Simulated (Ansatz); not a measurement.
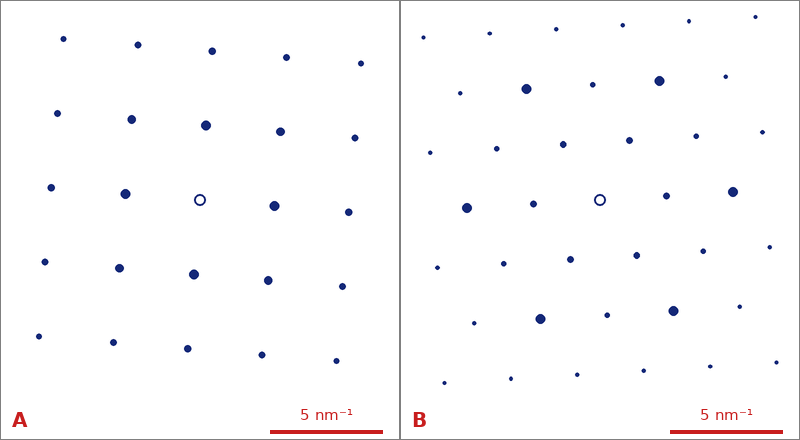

Kinematic electron diffraction patterns (300 kV, B = 0.5 Å², same scale, each along a low-index zone) of two structures of composition SrPb2, each relaxed at zero pressure with Ansatz 0.2.0, DFT PBE, scalar-relativistic, plane waves, PAW.

The structures (standard cells):
1. I4/mmm (No. 139), a = 4.211 Å, c = 11.723 Å, 6 atoms; generated start, possibly hypothetical
2. Fd-3m (No. 227), a = 9.443 Å, 24 atoms; generated start, possibly hypothetical

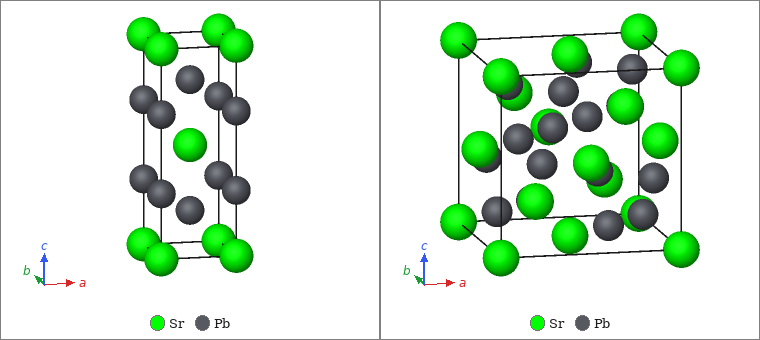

Drawings of the structures 1 to 2, from left to right (each may span several cells).

Q: Which pattern belongs to which structure, and along which zone?

A: A is structure 1 along [001]: square net of 1 -1 0 at d = 2.98 Å and 1 1 0 at d = 2.98 Å, 90.0° apart. B is structure 2 along [111] or an equivalent direction: hexagonal net of -2 2 0 at d = 3.34 Å and -2 0 2 at d = 3.34 Å, 60.0° apart.

Q: Rank the structures by their computed energy.

A: Structure 2 (Fd-3m, 35.09 Å³ an atom) is the lowest of these; structure 1 (I4/mmm, 34.65 Å³ an atom) lies about 55 meV an atom higher. These are static energies at 0 K; other structures, not shown, may lie lower still.
